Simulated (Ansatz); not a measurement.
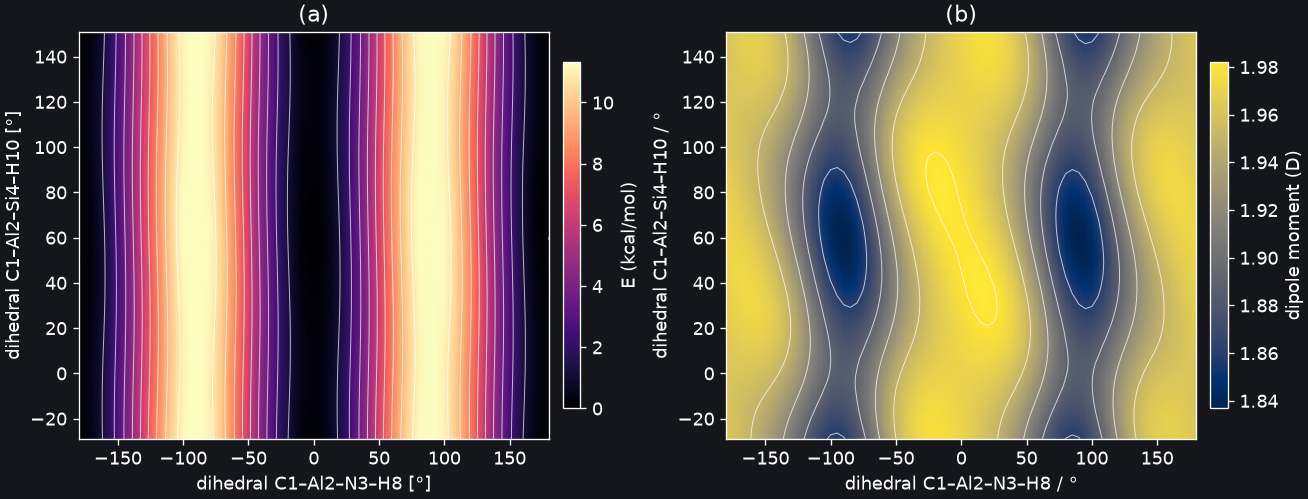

CH8AlNSi, SMILES [CH3][Al]([NH2])[SiH3]. The first coordinate is: dihedral C1–Al2–N3–H8; the second: dihedral C1–Al2–Si4–H10. Nothing is relaxed (all other coordinates rigid). The scan uses an 18 × 17 grid. Points are written as (first, second). All energies are given in kcal/mol relative to the lowest grid point. Theory: RKS PBE0-D4/def2-SVP (Ansatz).

Panel (a) is the energy and panel (b) the computed dipole moment on the same grid.

In the figure: a smooth colour map with a few white contour lines. Between grid points the surface is interpolated.

### How does the dipole moment vary over the map, and what is it at the lowest grid point?

Leaving out the highest fifth of the energies, it runs from 1.89 D at (−120°, 72.2°) to 1.98 D at (−20°, 83.5°). At the lowest grid point, (−180°, 61.0°), it is 1.97 D.
